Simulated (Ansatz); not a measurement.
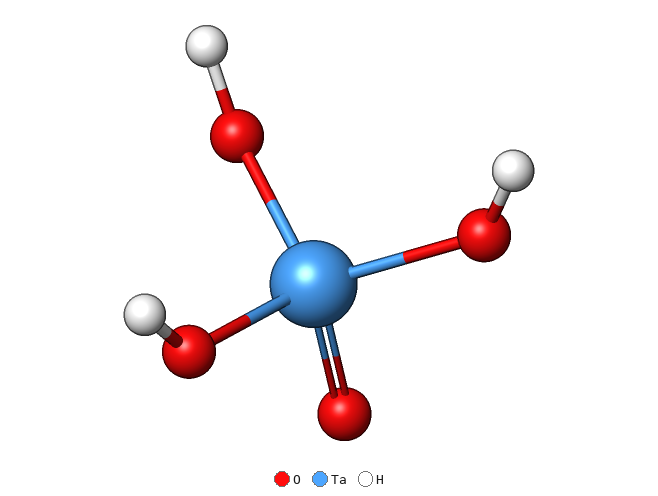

The species is neutral and a spin singlet. Harmonic vibrations computed with RKS PBE0-D4/def2-TZVP, core potentials on Ta (Ansatz 0.2.0) at a stationary point of the same level.

Minimum or transition state?

Answer. A minimum: no imaginary frequency, and the lowest mode lies at 66 cm⁻¹.

How many vibrational modes are there, and where do they lie?

Answer. 18 modes: 66, 179, 179, 199, 243, 243, 307, 308, 334, 334, 387, 696, 696, 728, 1006, 3960, 3960, 3965 cm⁻¹.
